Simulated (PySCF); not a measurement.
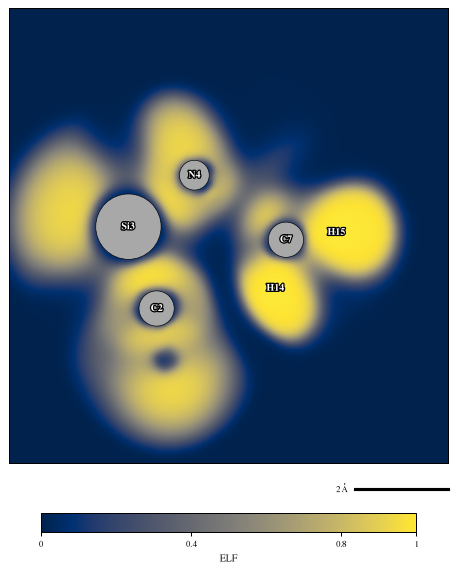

Figure 1: C₅H₉N₂Si (SMILES N#C[SiH-]N1CCCC1) (charge −1). ELF on the plane of atoms C2, Si3 and N4. Grey discs cover the atomic cores.

Geometry: GFN2-xTB, coordinate held.

These are results of PBE0/pcSseg-1, SCF density, gas phase, non-relativistic in PySCF, not measurements.

| atom | x (Å) | y (Å) | z (Å) |
| --- | --- | --- | --- |
| N | 2.5232 | 1.3774 | -1.5131 |
| C | 2.2245 | 0.4964 | -0.8118 |
| Si | 1.7761 | -1.1928 | -0.1969 |
| N | 0.1535 | -1.1263 | 0.5567 |
| C | -0.9114 | -1.1612 | -0.3977 |
| C | -1.0793 | 0.2841 | -0.9062 |
| C | -0.6401 | 1.1237 | 0.3004 |
| C | -0.1305 | 0.0645 | 1.3075 |
| H | 2.5774 | -1.2061 | 1.0715 |
| H | -0.6930 | -1.8700 | -1.1989 |
| H | -1.8502 | -1.4777 | 0.1018 |
| H | -2.1013 | 0.4976 | -1.2286 |
| H | -0.4021 | 0.4479 | -1.7455 |
| H | 0.1682 | 1.8001 | 0.0228 |
| H | -1.4599 | 1.7129 | 0.7198 |
| H | 0.7467 | 0.4014 | 1.8621 |
| H | -0.9336 | -0.1445 | 2.0444 |

Question: Interpret the plot.

Answer: Atoms in the plane: C, Si, N and H. Si–N (1.79 Å): the ELF peaks at about 0.90 between the atoms; a shared but strongly polarised pair. C–Si (1.85 Å): the ELF peaks at about 0.95 between the atoms, as expected for a covalent bond. C–H (1.09 Å): the ELF climbs to about 1 towards the hydrogen, as it does in any bond to H (a covalent bond by its length). The ELF also peaks beside N1, Si3 and N4, away from the bonds: lone-pair regions.
